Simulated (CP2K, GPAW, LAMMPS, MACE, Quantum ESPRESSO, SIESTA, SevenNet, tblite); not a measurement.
# SIESTA runs on glassy B2O3 (90 atoms), part 2 of 2

How do the settings of SIESTA change the result for glassy B2O3 (90 atoms)? A plane-wave run serves as the yardstick.

Program: SIESTA 5.4.2; the method stands at each step. Banners, paths, timers and routine set-up lines are dropped from the logs unmarked, and long logs keep their key lines alone; longer cuts are marked. The potentials were converted by us to PSML.

So far. Step 2 (PBE, DZP, shift 0.01 Ry, mesh 500 Ry): Forces lie 10 % from the reference's, at 0.88 times its CPU time (on 2 against 4 cores). Step 3 (PBE, DZP, shift 0.01 Ry, mesh 150 Ry): Against the first run (10 %), the force difference from the reference is 11 %, at 0.23 times the CPU time.

### Step 4. PBE, DZ, shift 0.01 Ry, mesh 500 Ry

Method: Kohn-Sham DFT, PBE, PseudoDojo 0.4.1 norm-conserving pseudopotentials (converted to PSML), numerical atomic orbitals (DZ), diagonalisation.

input.fdf reads:

```
SystemLabel cell
NumberOfAtoms 90
NumberOfSpecies 2
%block ChemicalSpeciesLabel
  1 5 B
  2 8 O
%endblock ChemicalSpeciesLabel
LatticeConstant 1.0 Ang
%block LatticeVectors
  10.11952 0.00000 0.00000
  0.00000 10.11952 0.00000
  0.00000 0.00000 10.11952
%endblock LatticeVectors
PAO.BasisSize DZ
PAO.EnergyShift 0.01 Ry
XC.Functional GGA
XC.Authors PBE
MeshCutoff 500 Ry
%block kgrid_Monkhorst_Pack
  1 0 0 0.0
  0 1 0 0.0
  0 0 1 0.0
%endblock kgrid_Monkhorst_Pack
SolutionMethod diagon
OccupationFunction FD
ElectronicTemperature 580 K
SCF.Mixer.Method Pulay
SCF.Mixer.Weight 0.15
SCF.Mixer.History 8
SCF.Mix Hamiltonian
MaxSCFIterations 300
SCF.DM.Tolerance 1e-04
SCF.H.Tolerance 1.0e-3 eV
WriteForces T
Write.HirshfeldPop T
Write.VoronoiPop T
Write.DM F
Write.H F
XML.Write F
AtomicCoordinatesFormat Fractional
%block AtomicCoordinatesAndAtomicSpecies
[... 90 atom lines left out: the same atoms as in the first run ...]
%endblock AtomicCoordinatesAndAtomicSpecies
```

Started as:

```sh
$ OMP_NUM_THREADS=1 mpirun -np 2 siesta < input.fdf > output.txt
```

Output:

```text
Version         : 5.4.2
reinit: System Name:
reinit: System Label: cell
initatom: Reading input for the pseudopotentials and atomic orbitals ----------
Species number:   1 Atomic number:    5 Label: B
Species number:   2 Atomic number:    8 Label: O
Ground state valence configuration (from tables):   2s02  2p01  3d00  4f00
[... lines left out ...]
        iscf     Eharris(eV)        E_KS(eV)     FreeEng(eV)     dDmax    Ef(eV) dHmax(eV)
[... lines left out ...]
SCF Convergence by DM+H criterion
[... lines left out ...]
SCF cycle converged after 10 iterations
[... lines left out ...]
   Max    2.036119
[... lines left out ...]
   Max    2.036119    constrained
Stress tensor Voigt[x,y,z,yz,xz,xy] (kbar):       58.81       47.94       72.18      -12.03        4.39       10.26
[... lines left out ...]
siesta: FreeEng =    -27198.280991
[... lines left out ...]
siesta:         Fermi =      -4.781818
[... lines left out ...]
siesta:          -0.03722611         -0.03223357  eV/Ang**3
siesta:         -59.64279916        -51.64387799  kBar
    Orbital volume contribution        =          21.792996 eV
    (Free)E + p_basis*V_orbitals       =      -27176.487995 eV
    (Free)Eharris+ p_basis*V_orbitals  =      -27176.487996 eV
Hirshfeld Atomic Populations:
Atom #   charge [q] valence [e]  Species
     1     0.249529    2.750471  B
     2     0.266599    2.733401  B
     3     0.255142    2.744858  B
[...]
37    -0.173360    6.173360  O
    38    -0.181652    6.181652  O
    39    -0.180580    6.180580  O
[...]
--------------------
 Total    -0.000014
Voronoi Atomic Populations:
Atom #   charge [q] valence [e]  Species
[...]
35     0.321700    2.678300  B
    36     0.341022    2.658978  B
[...]
89    -0.227075    6.227075  O
    90    -0.198985    6.198985  O
--------------------
 Total    -0.000015
```

Wall time 52 s (2 MPI ranks of Arm Neoverse V2, shared host); peak memory 1.4 GiB; 1.7 min of CPU time.

Numbers from this run, and their distance from the reference:

```yaml
r_m_s_force_component: 0.5632 eV/Å
r_m_s_difference_of_force_components: 198.3 meV/Å
longest_difference_of_force_vectors: 775.5 meV/Å
force_difference_over_r_m_s_force: 28.02 %
slope_of_forces_against_the_reference_s: 0.7775
correlation_of_force_components: 0.9768
spacing_of_highest_filled_and_lowest_empty_level: 4.437 eV
gap_difference: -0.2256 eV
pressure: -5.964 GPa
pressure_difference: 4.173 GPa
```

This is a coarse setting, run to see what it loses.

Against the first run (10 %), the force difference from the reference is 28 %, at 0.41 times the CPU time, with 720 basis functions against 1170: the smaller basis costs accuracy.

The difference per atom is largest on B (0.49 eV/Å on average, against 0.11 on O).

### Step 5. All runs compared

Differences are against the plane-wave reference, forces as r.m.s. over components; share is that over the reference's r.m.s. force, slope the least-squares factor from reference forces to these. Total energies of different programs have different zeros and aren't compared.

| run | Δ force, r.m.s. (meV/Å) | share (%) | slope | Δ pressure (GPa) | Δ gap (eV) | cores | CPU time | memory (GiB) |
| --- | --- | --- | --- | --- | --- | --- | --- | --- |
| reference | - | - | - | - | - | 4 | 4.8 min | 2.8 |
| SIESTA PBE, DZP, shift 0.01 Ry, mesh 500 Ry | 73.9 | 10.4 | 1.005 | 1.48 | -0.115 | 2 | 4.2 min | 2.1 |
| SIESTA PBE, DZP, shift 0.01 Ry, mesh 150 Ry (coarse) | 76.4 | 10.8 | 1.004 | 1.43 | -0.115 | 2 | 59 s | 0.8 |
| SIESTA PBE, DZ, shift 0.01 Ry, mesh 500 Ry (coarse) | 198 | 28.0 | 0.777 | 4.17 | -0.226 | 2 | 1.7 min | 1.4 |

Rows marked coarse were listed beforehand as settings not expected to be converged; some can still land near the reference.

CPU time is summed over cores on a shared host, where runs went side by side, so it is rough. Symmetry, cutoffs, thresholds, outputs and thread counts weren't matched or tuned between programs; memory under MPI is the largest rank's times the ranks.

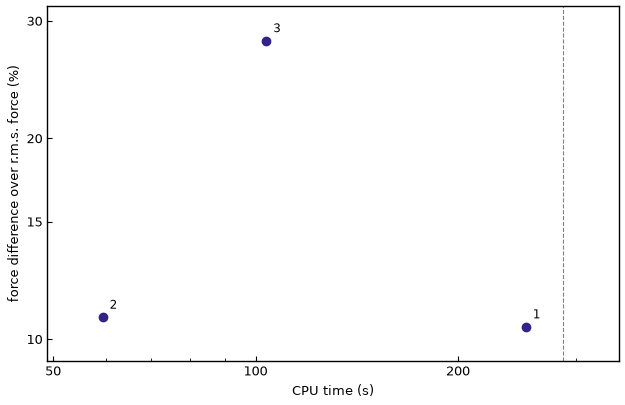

Force difference against CPU time; the dashed line marks the reference's time. Points: 1 SIESTA PBE, DZP, shift 0.01 Ry, mesh 500 Ry; 2 SIESTA PBE, DZP, shift 0.01 Ry, mesh 150 Ry; 3 SIESTA PBE, DZ, shift 0.01 Ry, mesh 500 Ry.

Within one program, basis, potentials and functional, energies share a zero. Each run against its twin at the usual cutoff or grid and solver:

| run | twin | Δ energy (meV/atom) | Δ force, r.m.s. (meV/Å) | CPU time over the twin's |
| --- | --- | --- | --- | --- |
| SIESTA PBE, DZP, shift 0.01 Ry, mesh 150 Ry | DZP, shift 0.01 Ry, mesh 500 Ry | 3.8 | 25.6 | 0.23 |

### Step 6. Summary of results

```
nearest in forces : SIESTA PBE, DZP, shift 0.01 Ry, mesh 500 Ry, 10 %
its CPU time      : 4.2 min
```

The PBE run in local orbitals, coarse settings apart, differs by 10 % (SIESTA PBE, DZP, shift 0.01 Ry, mesh 500 Ry); basis, grid and potentials can all enter. Runs with settings chosen to be coarse differ by 11 % (SIESTA PBE, DZP, shift 0.01 Ry, mesh 150 Ry) to 28 % (SIESTA PBE, DZ, shift 0.01 Ry, mesh 500 Ry), their programs' other errors included. Of the electronic-structure runs that take under half the reference's CPU time, SIESTA PBE, DZP, shift 0.01 Ry, mesh 150 Ry comes nearest, at 11 % in 59 s against 4.8 min. SIESTA PBE, DZ, shift 0.01 Ry, mesh 500 Ry softens the forces by a factor of 0.78 while following their directions (correlation 0.977); the slopes of the 3 SIESTA runs lie between 0.78 and 1.00; the difference isn't even, but is largest on one element. At the same functional, gaps differ from the reference's 4.66 eV by between -0.23 and -0.11 eV. In pressure, SIESTA PBE, DZ, shift 0.01 Ry, mesh 500 Ry misses by +4.2 GPa, at the same functional. The reference's pressure holds the uncorrected Pulay stress of its 60 Ry basis, so small pressure differences, and their order, may be the reference's own error. The quench rate of 50 K/ps is many orders above laboratory rates, so the cell is likely richer in defects and strain than a real sample. The network of bonds at the start is that of the classical potential that made the cell, and needn't be the one that DFT or experiment would give. The reference's stress is far from hydrostatic: its diagonal is -9.2, -8.5, -12.8 GPa, compression counted positive. The electronic-structure runs sample only Γ, in a cell whose shortest periodic width is 10 Å.

[Also dropped from logs without a mark: logging warnings of Python, and SIESTA's first energy breakdown and zero terms.]

[Logs are printed without paths, hosts, clocks, repeated set-up lines and the standing remarks that a program may print on its own settings, such as how far it seeks lower states.]

[Hosts, paths, dates, database ids (printed as entryN), source tags and the programs' standing remarks are cut or masked in the printed files.]
